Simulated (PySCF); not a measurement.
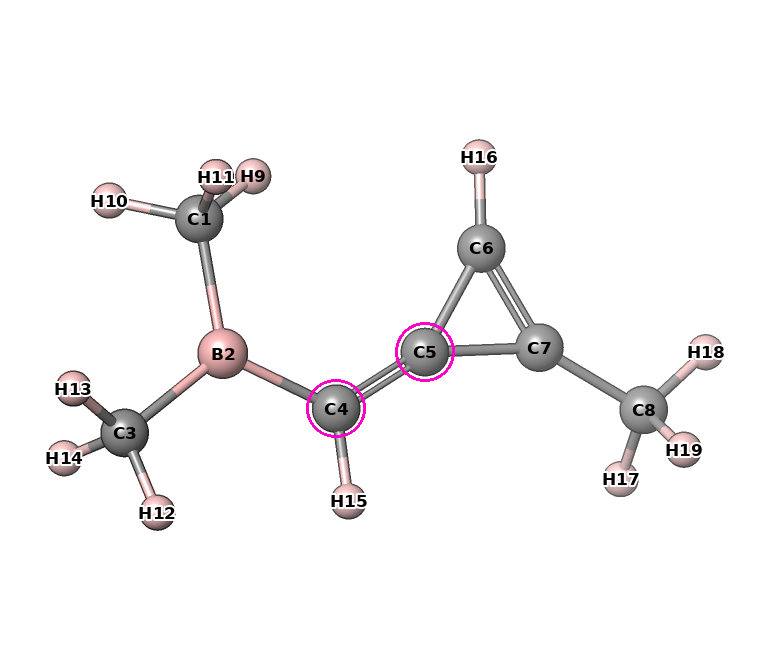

Depth is shown by fading: the farther an atom, the more it takes the colour of the background. Circles mark the stereogenic atoms. The computed structure is the end point of a GFN2-xTB optimisation. No frequency run is at hand to confirm it as a minimum.

Assign CIP descriptors.

C4=C5: E.

Write the isomeric SMILES.

CB(C)/C=C1C=C\1C
